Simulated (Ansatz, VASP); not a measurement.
**Cross-check of BiAs between VASP and Ansatz**

Wanted: the spread between two codes on one cell, functional and k mesh. The cell is invented: As first built, before any earlier steps moved the atoms (in the runner's words): it takes the AsP structure with some of its atoms replaced by other elements, volume scaled by an estimate. It may not be a known or stable phase. The cell is taken from a series of VASP runs on this material, whose earlier steps may have relaxed, scaled or displaced it; both programs get it as it stands. Valence electrons are named where the data sets of a main pair hold unlike numbers.

Main program and level: Ansatz 0.2.0; plane waves, with VASP 6.6.1 beside it; band structure at RPBE with D3(BJ), spin-orbit coupling.

## 1. Starting point

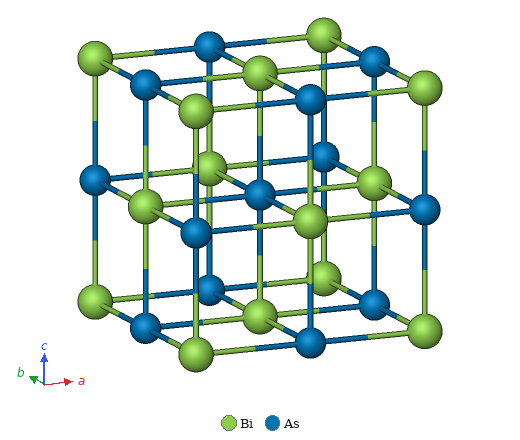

The starting structure, seen slightly off an axis (bismuth green, arsenic blue). This picture shows the conventional cell, with its axes. Some periodic images of atoms are drawn too.

## 2. VASP: band structure, RPBE with D3(BJ), spin-orbit coupling

With cell and atoms fixed, the geometry can't cause a difference; cores, projectors, grids and the points listed under the comparison can.

Lines of VASP's logs that name or quote its potential files are left out, and so is its time.

Contents of INCAR:

```
SYSTEM = BiAs
PREC = Accurate
ENCUT = 400
EDIFF = 1E-06
NELM = 100
ISMEAR = -1
SIGMA = 0.05
LREAL = .FALSE.
ALGO = Normal
GGA = RP
IVDW = 12
LNONCOLLINEAR = .TRUE.
MAGMOM = 0 0 0 0 0 0
NBANDS = 32
GGA_COMPAT = .FALSE.
LASPH = .TRUE.
LSORBIT = .TRUE.
LORBIT = 11
LWAVE = .FALSE.
LCHARG = .FALSE.
```

Contents of POSCAR:

```
BiAs
1.0
    0.0000000000      2.7854282400      2.7854282400
    2.7854282400      0.0000000000      2.7854282400
    2.7854282400      2.7854282400      0.0000000000
Bi As
1 1
Direct
    0.0000000000      0.0000000000      0.0000000000
    0.5000000000      0.5000000000      0.5000000000
```

Contents of KPOINTS:

```
Automatic mesh
0
Gamma
7 7 7
0 0 0
```

Contents of KPOINTS_OPT:

```
Line mode
16
Line-mode
Reciprocal
  0.00000000   0.00000000   0.00000000 GAMMA
  0.50000000   0.00000000   0.50000000 X

  0.50000000   0.00000000   0.50000000 X
  0.50000000   0.25000000   0.75000000 W

  0.50000000   0.25000000   0.75000000 W
  0.37500000   0.37500000   0.75000000 K

  0.37500000   0.37500000   0.75000000 K
  0.00000000   0.00000000   0.00000000 GAMMA

  0.00000000   0.00000000   0.00000000 GAMMA
  0.50000000   0.50000000   0.50000000 L

  0.50000000   0.50000000   0.50000000 L
  0.62500000   0.25000000   0.62500000 U

  0.62500000   0.25000000   0.62500000 U
  0.50000000   0.25000000   0.75000000 W

  0.50000000   0.25000000   0.75000000 W
  0.50000000   0.50000000   0.50000000 L

  0.50000000   0.50000000   0.50000000 L
  0.37500000   0.37500000   0.75000000 K

  0.62500000   0.25000000   0.62500000 U
  0.50000000   0.00000000   0.50000000 X
```

PAW data sets: Bi_d and As (PBE family, release 64).

On the command line:

```
$ mpirun -np 1 vasp_ncl
```

Numbers of over 12 decimals in the logs are rounded to 6 here.

The log of the run:

```text
[banner, memory and clock lines left out]
running    1 mpi-ranks, on    1 nodes
 distrk:  each k-point on    1 cores,    1 groups
 distr:  one band on    1 cores,    1 groups

 POSCAR found type information on POSCAR BiAs
 POSCAR found :  2 types and       2 ions
|                                                                             |
|               ----> ADVICE to this user running VASP <----                  |
|                                                                             |
|     You enforced a specific xc type in the INCAR file but a different       |
|     [... a line on the potential file left out ...]
|     I HOPE YOU KNOW WHAT YOU ARE DOING!                                     |
|                                                                             |

 LDA part: xc-table for (Slater+PW92), standard interpolation
 POSCAR, INCAR and KPOINTS ok, starting setup
 FFT: planning ... GRIDC
 FFT: planning ... GRID_SOFT
 FFT: planning ... GRID
 WAVECAR not read
 entering main loop
       N       E                     dE             d eps       ncg     rms          rms(c)
DAV:   1     0.188418276048E+03    0.18842E+03   -0.82717E+03  1296   0.121E+03
DAV:   2     0.104610301575E+02   -0.17796E+03   -0.17160E+03  1312   0.374E+02
DAV:   3    -0.710137511297E+01   -0.17562E+02   -0.17198E+02  1600   0.125E+02
DAV:   4    -0.770657704937E+01   -0.60520E+00   -0.60435E+00  1504   0.244E+01
DAV:   5    -0.773469599788E+01   -0.28119E-01   -0.28117E-01  1944   0.497E+00    0.286E+00
DAV:   6    -0.763294716720E+01    0.10175E+00   -0.17629E-01  1736   0.322E+00    0.166E+00
DAV:   7    -0.762757527773E+01    0.53719E-02   -0.74970E-02  1680   0.132E+00    0.747E-01
DAV:   8    -0.762804645056E+01   -0.47117E-03   -0.56358E-03  1568   0.688E-01    0.462E-01
DAV:   9    -0.762860801386E+01   -0.56156E-03   -0.12153E-03  1528   0.321E-01    0.704E-02
DAV:  10    -0.762848944855E+01    0.11857E-03   -0.34493E-04  1672   0.229E-01    0.205E-02
DAV:  11    -0.762849926057E+01   -0.98120E-05   -0.59236E-05  1424   0.417E-02    0.830E-03
DAV:  12    -0.762849895809E+01    0.30248E-06   -0.95060E-06  1584   0.364E-02
   1 F= -.13345398E+02 E0= -.13343905E+02  d E =-.298592E-02  mag=     0.0000    -0.0000     0.0000
 Start KPOINTS_OPT (optional k-point list driver)
k-point batch [1-20\160]
       N       E                     dE             ncg
DAV:   1     0.181840072440E+04   -0.49963E+04     1296
DAV:   2    -0.183603107893E+04   -0.36544E+04     1304
DAV:   3    -0.220659815132E+04   -0.37057E+03     1696
DAV:   4    -0.221853870396E+04   -0.11941E+02     1536
DAV:   5    -0.221906728589E+04   -0.52858E+00     2000
DAV:   6    -0.221907386553E+04   -0.65796E-02     1552
DAV:   7    -0.221907411341E+04   -0.24789E-03     2016
DAV:   8    -0.221907411632E+04   -0.29126E-05     1528
DAV:   9    -0.221907411640E+04   -0.72431E-07     1192
[...]
k-point batch [141-160\160]
       N       E                     dE             ncg
DAV:   1     0.154321950127E+04   -0.10964E+05     1288
DAV:   2    -0.203230324067E+04   -0.35755E+04     1296
DAV:   3    -0.236436152693E+04   -0.33206E+03     1704
DAV:   4    -0.237427260753E+04   -0.99111E+01     1584
DAV:   5    -0.237471355418E+04   -0.44095E+00     1952
DAV:   6    -0.237471895813E+04   -0.54040E-02     1648
DAV:   7    -0.237471913062E+04   -0.17249E-03     1936
DAV:   8    -0.237471913269E+04   -0.20646E-05     1464
DAV:   9    -0.237471913279E+04   -0.10335E-06     1072
```

Parts of OUTCAR (step 2):

```text
ion  position               nearest neighbor table
   1  0.000  0.000  0.000-   2 2.79   2 2.79   2 2.79   2 2.79   2 2.79   2 2.79
   2  0.500  0.500  0.500-   1 2.79   1 2.79   1 2.79   1 2.79   1 2.79   1 2.79

  LATTYP: Found a face centered cubic cell.
 ALAT       =     5.5708564800

 Subroutine GETGRP returns: Found 48 space group operations
 (whereof 48 operations were pure point group operations)

The static configuration has the point symmetry O_h .

 Found     20 irreducible k-points:

   k-points           NKPTS =     20   k-points in BZ     NKDIM =     20   number of bands    NBANDS=     32

   dimension x,y,z NGX =    28 NGY =   28 NGZ =   28
   dimension x,y,z NGXF=    56 NGYF=   56 NGZF=   56

   ENCUT  =  400.0 eV  29.40 Ry    5.42 a.u.   6.42  6.42  6.42*2*pi/ulx,y,z

   NELECT =      20.0000    total number of electrons

 k-points in reciprocal lattice and weights: Automatic mesh
   0.00000000  0.00000000  0.00000000       0.003
   0.14285714  0.00000000  0.00000000       0.023
   0.28571429  0.00000000  0.00000000       0.023
   0.42857143  0.00000000  0.00000000       0.023
   0.14285714  0.14285714  0.00000000       0.017
   0.28571429  0.14285714  0.00000000       0.070
   0.42857143  0.14285714  0.00000000       0.070
  -0.42857143  0.14285714  0.00000000       0.070
  -0.28571429  0.14285714  0.00000000       0.070
[...]
-0.42857143  0.42857143  0.14285714       0.070
  -0.28571429  0.42857143  0.14285714       0.070

 average (electrostatic) potential at core
       1-101.9111       2 -45.6853

 E-fermi :   9.4546

 k-point     1 :       0.0000    0.0000    0.0000
  band No.  band energies     occupation
    ...
     16       6.3904      1.00000
     17       7.5546      1.00000
     18       7.5546      1.00000
     19       7.5546      1.00000
     20       7.5546      1.00000
     21      12.4418      0.00000
     22      12.4418      0.00000
     23      14.5974      0.00000
     24      14.5974      0.00000
     25      14.5974      0.00000
    ...

 k-point     2 :       0.1429    0.0000    0.0000
  band No.  band energies     occupation
    ...
     16       6.7096      1.00000
     17       7.6114      1.00000
     18       7.6114      1.00000
     19       8.2158      1.00000
     20       8.2158      1.00000
     21      11.5670      0.00000
     22      11.5670      0.00000
     23      13.0680      0.00000
     24      13.0680      0.00000
     25      13.2475      0.00000
    ...

 k-point     3 :       0.2857    0.0000    0.0000
  band No.  band energies     occupation
    ...
     16       7.0817      1.00000
     17       7.8367      1.00000
     18       7.8367      1.00000
     19       8.8571      0.99999
     20       8.8571      0.99999
     21      10.1645      0.00000
     22      10.1645      0.00000
     23      11.3375      0.00000
     24      11.3375      0.00000
     25      11.4321      0.00000
    ...

 Edisp (eV)   -5.71690

  Total       0.02693     0.02693     0.02693     0.00000     0.00000     0.00000
  in kB       0.99834     0.99834     0.99834     0.00000     0.00000     0.00000
  external pressure =        1.00 kB  Pullay stress =        0.00 kB

  energy-cutoff  :      400.00
  volume of cell :       43.22
      direct lattice vectors                 reciprocal lattice vectors
     0.000000000  2.785428240  2.785428240    -0.179505612  0.179505612  0.179505612
     2.785428240  0.000000000  2.785428240     0.179505612 -0.179505612  0.179505612
     2.785428240  2.785428240  0.000000000     0.179505612  0.179505612 -0.179505612

 POSITION                                       TOTAL-FORCE (eV/Angst)
 -----------------------------------------------------------------------------------
      0.00000      0.00000      0.00000        -0.000000     -0.000000     -0.000000
      2.78543      2.78543      2.78543         0.000000      0.000000      0.000000
 -----------------------------------------------------------------------------------
    total drift:                               -0.000000      0.000000      0.000000

  FREE ENERGIE OF THE ION-ELECTRON SYSTEM (eV)
  ---------------------------------------------------
  free  energy   TOTEN  =       -13.3453978021 eV

  energy  without entropy=      -13.3424118848  energy(sigma->0) =      -13.34390484

 Spin-Orbit-Coupling matrix elements
 Ion:    1  E_soc:     -1.4853264
 Ion:    2  E_soc:     -0.0221940

 total charge
# of ion       s       p       d       tot
------------------------------------------
    1        1.548   1.378   9.995  12.920
    2        1.285   1.519   0.051   2.854
--------------------------------------------------
tot          2.833   2.896  10.045  15.774

 magnetization (x)
# of ion       s       p       d       tot
------------------------------------------
    1        0.000  -0.000  -0.000   0.000
    2       -0.000   0.000   0.000  -0.000
--------------------------------------------------
tot          0.000  -0.000  -0.000   0.000

 magnetization (y)
# of ion       s       p       d       tot
------------------------------------------
    1        0.000   0.000   0.000   0.000
    2        0.000  -0.000  -0.000  -0.000
--------------------------------------------------
tot          0.000   0.000  -0.000   0.000

 magnetization (z)
# of ion       s       p       d       tot
------------------------------------------
    1        0.000  -0.000   0.000   0.000
    2        0.000  -0.000  -0.000  -0.000
--------------------------------------------------
tot          0.000  -0.000  -0.000   0.000

[... 3 further parts left out ...]
```

The run ends at a pressure of 0.10 GPa.

(Continued in part 2 of 2.)

[Lines on the potential files, build, host, timing and source positions are cut from VASP's logs without a mark.]

[Logs are printed without paths, hosts, clocks, repeated set-up lines and the standing remarks that a program may print on its own settings, such as how far it seeks lower states.]

[Hosts, paths, dates, database ids (printed as entryN), source tags and the programs' standing remarks are cut or masked in the printed files.]
